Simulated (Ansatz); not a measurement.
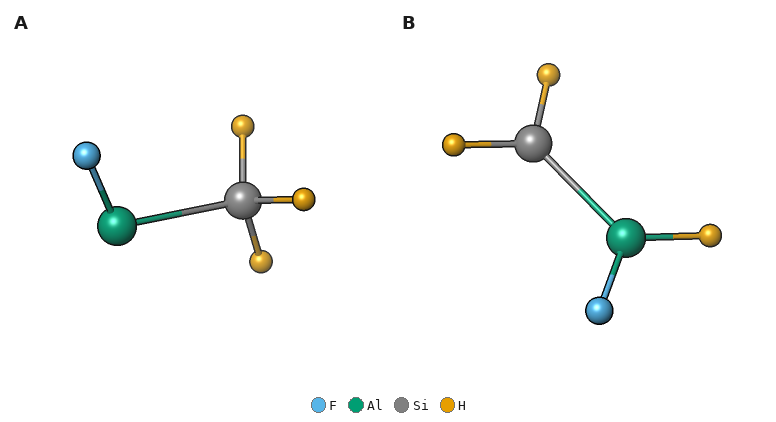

2 stationary structures of one formula. State: neutral, doublet. Geometries: PBE0-D4/def2-TZVP. Electronic energies: UHF-CCSD(T) (frozen core)/def2-TZVPP (Ansatz 0.2.0), without zero-point energy. No frequency run is at hand to confirm each as a minimum.

Which structure is the most stable?

A is lowest; B lies 0.066 eV above it (Cs).

Give E(B) − E(A) in eV at these levels too: PBE0-D4/def2-TZVP; PBE-D4/def2-TZVPP; PBE0-D4/def2-TZVPP; UHF-CCSD(T) (frozen core)/def2-TZVPP; ωB97M-V/def2-TZVPP; r2SCAN-D4/def2-TZVPP; B3LYP-D4/def2-TZVPP.

```json
{"level": "PBE0-D4/def2-TZVP", "E(B) − E(A) (eV)": "+0.136"}
{"level": "PBE-D4/def2-TZVPP", "E(B) − E(A) (eV)": "+0.172"}
{"level": "PBE0-D4/def2-TZVPP", "E(B) − E(A) (eV)": "+0.133"}
{"level": "UHF-CCSD(T) (frozen core)/def2-TZVPP", "E(B) − E(A) (eV)": "+0.066"}
{"level": "ωB97M-V/def2-TZVPP", "E(B) − E(A) (eV)": "+0.092"}
{"level": "r2SCAN-D4/def2-TZVPP", "E(B) − E(A) (eV)": "+0.073"}
{"level": "B3LYP-D4/def2-TZVPP", "E(B) − E(A) (eV)": "+0.145"}
```
